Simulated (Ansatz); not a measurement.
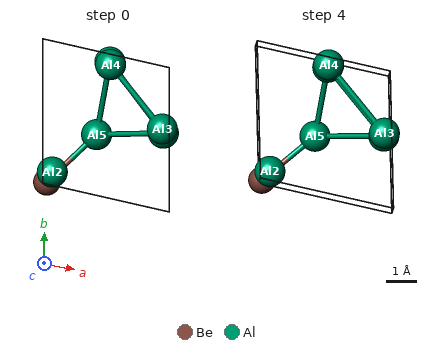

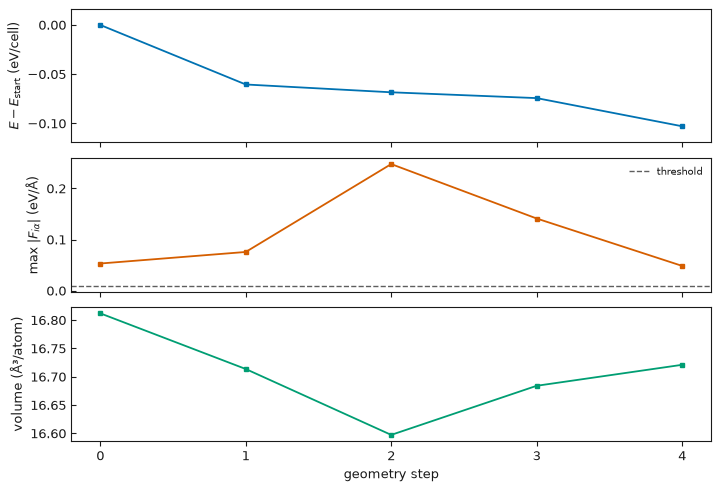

First and last geometry of a relaxation of a crystal of BeAl₆ (a generated structure, set up in P1), with the history of the run. A ball-and-stick model of the cell of the calculation, seen along the c axis.

The calculation used Ansatz 0.2.0, DFT PBE, scalar-relativistic, plane waves, PAW.

Input file:
```yaml
crystal:
  lattice:
    - [4.4640947343, 0.0, 0.0]
    - [-1.1004210986, 4.8521873548, 0.0]
    - [-0.0514036133, -0.3866894694, 5.4331167537]
  atoms:
    - { symbol: Be, position: [0.0323397792, 0.014251122, 0.1649565645] }
    - { symbol: Al, position: [0.0757464219, 0.0916451294, 0.6559700424] }
    - { symbol: Al, position: [0.9450491139, 0.5634058265, 0.8797113675] }
    - { symbol: Al, position: [0.5364750619, 0.9281422862, 0.8952764822] }
    - { symbol: Al, position: [0.4256810053, 0.4213872654, 0.125419804] }
    - { symbol: Al, position: [0.5311531523, 0.9444770485, 0.3902170447] }
    - { symbol: Al, position: [0.9535554654, 0.5366913219, 0.3884486948] }
basis:
  ecutwfc: 420
kpoints:
  mp_grid: { grid: [10, 8, 8] }
hamiltonian:
  xc: pbe
scf:
  occupations: { method: gaussian, width: 0.1 }
output:
  forces: true
  stress: true
  eigenvalues: true
relax:
  adjacent_minimum: "off"
  f_tol: 0.01
  max_steps: 80
  cell: { stress_tol: 0.05 }
```

Launched with:
```bash
ansatz run input.yaml --threads 1 --pin off --max-ram 2048MiB --backend cpu --events-out ev --progress --plain --runs-dir out
```

### What do the curves and the structures tell?

The run was cut off at its time limit before the relaxation converged, so the last structure is only a point on the way. The atom that moves furthest relative to the cell is Al3 (0.13 Å along [0 −2 1]). Largest moves by element: Al 0.13 Å, Be 0.13 Å. The drawn cell changes as follows: a 4.464 → 4.694 Å (+5.2 %), b 4.975 → 4.725 Å (−5.0 %), c 5.447 → 5.443 Å (−0.1 %), α 93.8° → 90.2°, β 90.5° → 90.1°, γ 102.8° → 104.2°; the volume changes by −0.5 %. Near-neighbour distances that change, for instance: Al3–Al4 3.288 → 2.981 Å, Be1–Al6 2.633 → 2.865 Å, Al3–Al4 (another image) 2.841 → 3.029 Å, Al5–Al6 2.979 → 2.812 Å. Among the angles between lasting bonds that change: Al5–Be1–Al7 138.5° → 128.8°, Al4–Be1–Al5 119.7° → 127.8°, Al3–Be1–Al4 66.6° → 71.1°. The space group stays P1 (No. 1). Over 4 geometry steps the energy falls by 0.103 eV per cell of the calculation. Largest force component: 0.053 eV/Å at the start, 0.049 eV/Å at the end. Pressure: 0.18 GPa at the start and 0.01 GPa at the end. The run took 5.2 min on 1 thread of Intel(R) Xeon(R) Platinum 8488C (Sapphire Rapids), on a shared host, peak memory 0.91 GiB.

| step | E − E(0), meV/atom | largest force component, eV/Å | pressure, GPa | volume, Å³/atom |
| --- | --- | --- | --- | --- |
| 0 | 0.00 | 0.0533 | 0.18 | 16.812 |
| 1 | -8.63 | 0.0759 | 0.18 | 16.714 |
| 2 | -9.76 | 0.2478 | 0.65 | 16.597 |
| 3 | -10.61 | 0.1413 | 0.35 | 16.684 |
| 4 | -14.69 | 0.0486 | 0.01 | 16.721 |
